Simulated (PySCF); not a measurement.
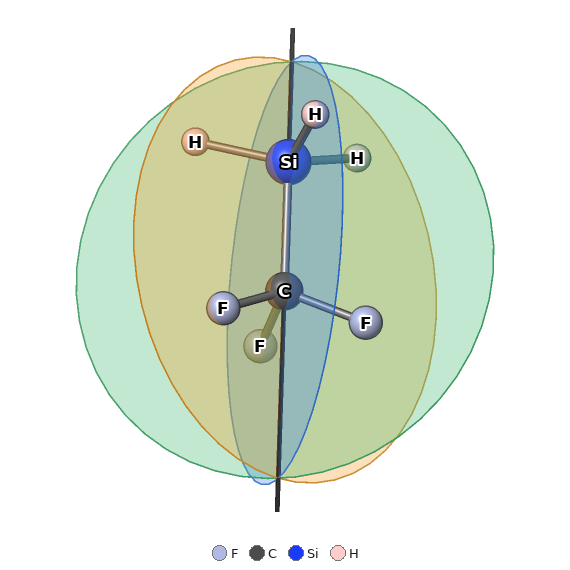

All proper rotation axes (lines) and mirror planes (discs) of the structure are drawn in. Distant atoms are faded towards the background colour. The geometry was computed by an optimisation with GFN2-xTB. No frequency run is at hand to confirm it as a minimum.

Name the symmetry elements and the point group.

It has 1 C3 axis and 3 mirror planes. Point group C3v. The group has 6 operations. The geometry is achiral, and symmetry allows a dipole moment.
